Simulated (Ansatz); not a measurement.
# CF₂ (triplet): from Hartree-Fock to the top rungs, cc-pVDZ

Aim: climb from Hartree-Fock through coupled cluster and multireference methods for CF₂ (triplet) at one geometry and basis, and see what each rung misses.

The runs use Ansatz 0.2.0, Gaussian basis; cc-pVDZ, core rule «outside noble gas», up to 3 orbitals frozen.

The runs, in order: UHF; CCSD(T) on ROHF; CCSD(T) on UHF; BCCD(T) on ROHF; CISD; CCSDT(Q) on ROHF; CCSDT(Q) on UHF; CASSCF and MRCISD+Q, 14 electrons in 10 orbitals; CASSCF and MRCISD+Q(relaxed), 14 electrons in 10 orbitals; CASSCF and NEVPT2, 14 electrons in 10 orbitals.

25 further runs of the same task are left out: 10 that didn't finish, 15 set aside as unsound or not needed.

## Step 1: The system

The geometry is a PBE0/def2-TZVP stationary point (not a proven minimum).

3 atoms, charge 0, spin multiplicity 3.

Atoms are counted from 1 here; the program's logs count them from 0.

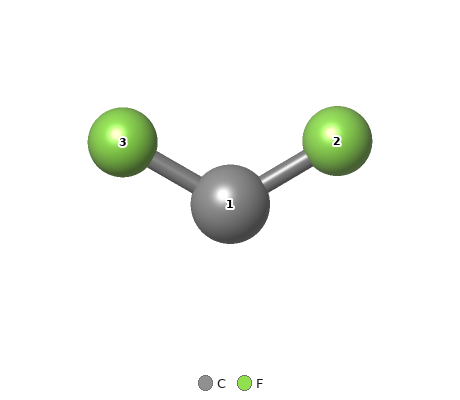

The geometry (carbon grey, fluorine green); atoms are numbered from 1 in the order of the file.

Coordinates:

| atom | x (Å) | y (Å) | z (Å) |
| --- | --- | --- | --- |
| C1 | 0.0000 | -0.5009 | 0.0000 |
| F2 | 0.0000 | 0.1583 | -1.1304 |
| F3 | 0.0000 | 0.1583 | 1.1304 |

## Step 2: UHF

in.yaml reads:

```yaml
crystal:
  periodic: [false, false, false]
  atoms:
    - {symbol: C, position_ang: [0.000000, -0.500907, 0.000000]}
    - {symbol: F, position_ang: [0.000000, 0.158336, -1.130366]}
    - {symbol: F, position_ang: [0.000000, 0.158336, 1.130366]}
basis:
  gaussian: {orbitals: cc-pVDZ}
magnetization: {spin_polarized: true, initial_magnetization: 2}
hamiltonian: {xc: hf}
output: {orbitals: {seedname: orbitals}}
```

Command:

```
ansatz run in.yaml --threads 1 --pin off --events-out ev --progress --plain --max-ram 2393MiB
```

After this run come: CCSD(T) on ROHF; CCSD(T) on UHF; BCCD(T) on ROHF; CISD; CCSDT(Q) on ROHF; CCSDT(Q) on UHF; CASSCF and MRCISD+Q, 14 electrons in 10 orbitals; CASSCF and MRCISD+Q(relaxed), 14 electrons in 10 orbitals; CASSCF and NEVPT2, 14 electrons in 10 orbitals.

**Question.** What will the summary of the whole plan be? Wanted: UCCSDT(Q) below the RHF energy; RMP2 from UCCSDT(Q); UMP2 from UCCSDT(Q); RCCSD from UCCSDT(Q); RCCSD(T) from UCCSDT(Q); UCCSD(T) from UCCSDT(Q); RCCSDT(Q) from UCCSDT(Q); NEVPT2 valence from UCCSDT(Q); MRCISD+Q valence from UCCSDT(Q).

**Answer**, as computed:

| quantity | value |
| --- | --- |
| UCCSDT(Q) below the RHF energy | -13.0389 eV |
| RMP2 from UCCSDT(Q) | +638.2 meV |
| UMP2 from UCCSDT(Q) | +633.5 meV |
| RCCSD from UCCSDT(Q) | +294.5 meV |
| RCCSD(T) from UCCSDT(Q) | +47.1 meV |
| UCCSD(T) from UCCSDT(Q) | +46.8 meV |
| RCCSDT(Q) from UCCSDT(Q) | +4.5 meV |
| NEVPT2 valence from UCCSDT(Q) | +1154.4 meV |
| MRCISD+Q valence from UCCSDT(Q) | +144.8 meV |
| MRCISD+Q(relaxed) valence from UCCSDT(Q) | +89.5 meV |
| levels within 1 kcal/mol (43 meV) | BCCD(T), RCCSDT, UCCSDT, RCCSDT(Q) |
| T1 diagnostic | 0.021 |
| effectively unpaired electrons | 2.01 |

**Reading.** RCCSD(T) lands +47.1 meV from the yardstick (0.4 % of the correlation energy). One determinant dominates. Of the multireference levels listed MRCISD+Q(relaxed) valence comes nearest in total energy (+89.5 meV), which doesn't show that its space is the better one. These misses are within one basis, not against nature; the frozen cores of restricted and unrestricted runs differ, which can shift their rows.
